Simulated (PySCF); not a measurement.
# C2H6AlCl, SMILES `C[Al](C)Cl`: electronic structure

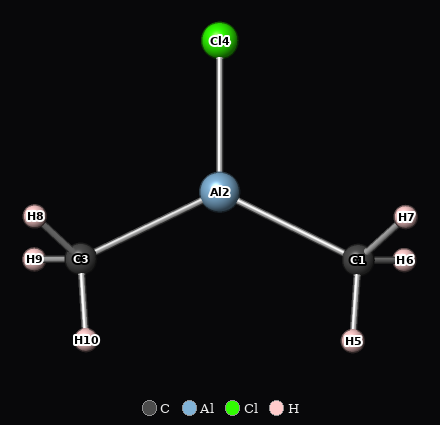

The molecule, with its atoms numbered as below. No frequency check shows the geometry to be a minimum.

Geometry (Å), atoms numbered from 1:

```
C1      -1.2704    1.7737   -0.0002
Al2     -0.3604    0.0003   -0.0001
C3      -1.2649   -1.7764   -0.0005
Cl4      1.6785    0.0006    0.0004
H5      -2.3597    1.7042   -0.0019
H6      -0.9848    2.3692    0.8735
H7      -0.9722    2.3749   -0.8737
H8      -0.9770   -2.3710   -0.8740
H9      -0.9896   -2.3655    0.8732
H10     -2.3544   -1.7103    0.0007
```

### 1. Bonding charge

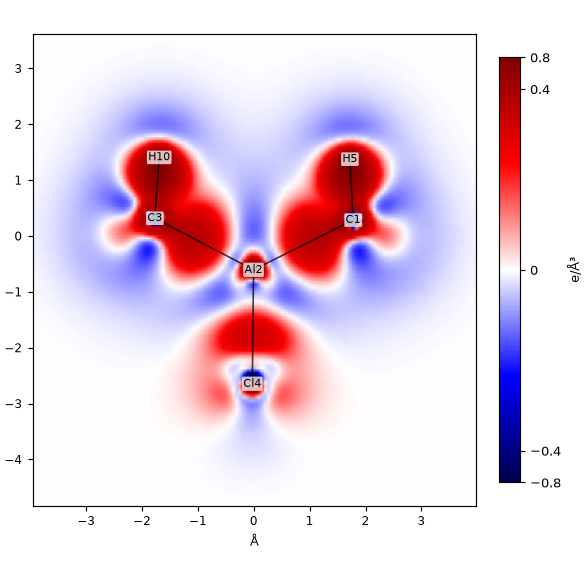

Deformation density (molecule less spherical, spin-averaged free atoms) in the plane of C1, Al2, C3, Cl4, H5 and H10; colour scale in e/Å³, logarithmic beyond ±0.1; red: gain, blue: loss.

Level of theory: PBE/def2-TZVP (PySCF), at a geometry from GFN2-xTB.

Question: How much density has each bond in this plane gained at its critical point, relative to the free atoms?

Answer: C1–H5 and C3–H10: +0.63 e/Å³ at the bond critical point (bond length 1.09 Å, Mayer order 0.9). C1–Al2 and Al2–C3: +0.15 e/Å³ at the bond critical point (bond length 1.99 Å, Mayer order 1.0). Al2–Cl4: +0.07 e/Å³ at the bond critical point (bond length 2.04 Å, Mayer order 1.3); up to 0.6 Å beside the axis the gain reaches +0.19 e/Å³. In all, 2.0 electrons gather in the regions of gain relative to the promolecule. A small or negative value marks a very polar bond, one between electron-rich atoms, whose free-atom densities already overlap strongly, a long bond to a heavier atom, or a closed-shell contact such as a hydrogen bond.

### 2. Electrostatic potential

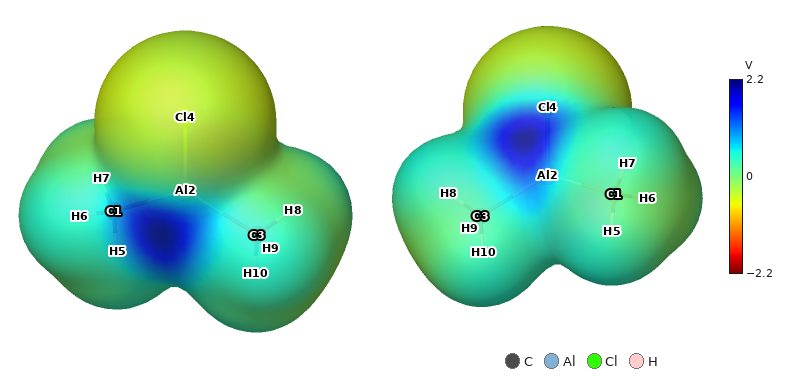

Electrostatic potential on the surface of electron density 0.001 a.u. (back view left, front view right).

Question: Where are the extremes of the potential on the surface?

Answer: Highest: 2.17 V, over Al2, off the plane of its three bonds (1.9 Å). Further maxima include 0.50 V, 1.4 Å from H5; 0.49 V, 1.4 Å from H10. Lowest: −0.55 V, 2.1 Å from Cl4, and at like points elsewhere. Further minima include −0.22 V, near H7 (1.85 Å), H6 (1.91 Å), H5 (1.95 Å) and C1 (2.02 Å), and at like points elsewhere. The surface is sampled at points, so like sites can differ by a few per cent and only the strongest of them is named.

### 3. In an electric field

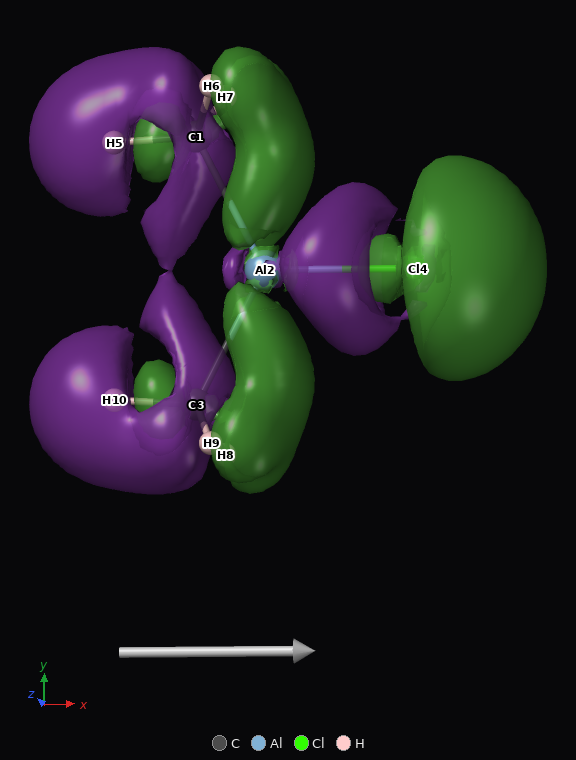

Change of the electron density in a uniform field of 0.21 V/Å along +x (arrow), surfaces at ±0.001 e/Å³ (purple: gain, green: loss).

PySCF calculation, PBE/def2-TZVP, gas phase; geometry: GFN2-xTB. A basis without diffuse functions makes polarisabilities too small.

Question: What dipole is induced, and what polarisability does it imply?

Answer: The induced dipole is 0.70 D (along the field); α along this axis, from the fields in both directions, is 69 bohr³ (10.2 Å³).

Question: Which atoms gain and lose the most charge?

Answer: Electrons gather most on H5 and H10 alike (Hirshfeld charge changes by −0.010 e) and leave Cl4 most (+0.021 e); 0.059 electrons are displaced in all.

### 4. Removing or adding an electron

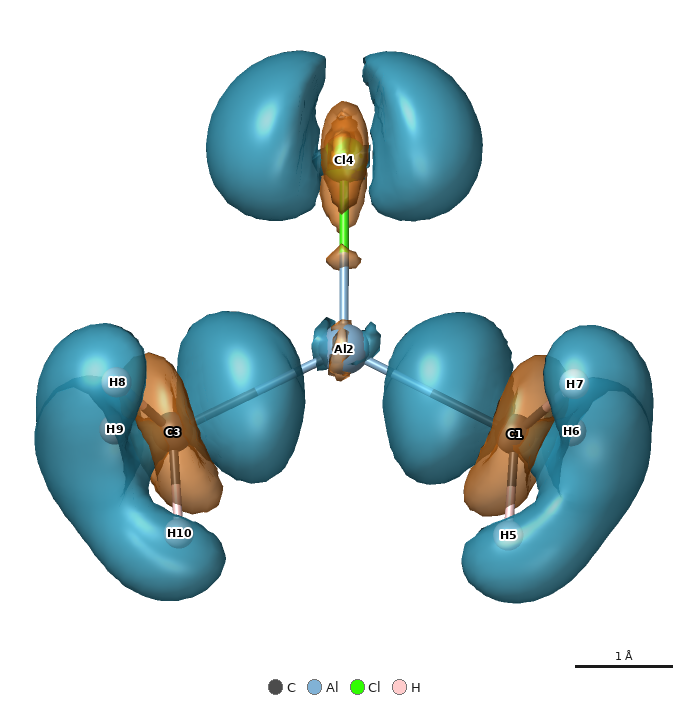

Fukui function f⁻ = ρ(N) − ρ(N−1) at fixed geometry, surfaces at ±0.015 e/Å³ (light blue positive, orange negative).

Question: On which atoms does the density change most on removal of an electron?

Answer: f⁻ (Hirshfeld-condensed) is largest on Cl4 (0.23), Al2 (0.15) and C1 and C3 (0.13 each); the vertical ionisation energy is 9.44 eV (the stability of the cation's solution wasn't checked). Condensed values hint at sites of electrophilic attack but needn't mark the atom that reacts. Orbital relaxation makes it negative in places (0.15 e in all).
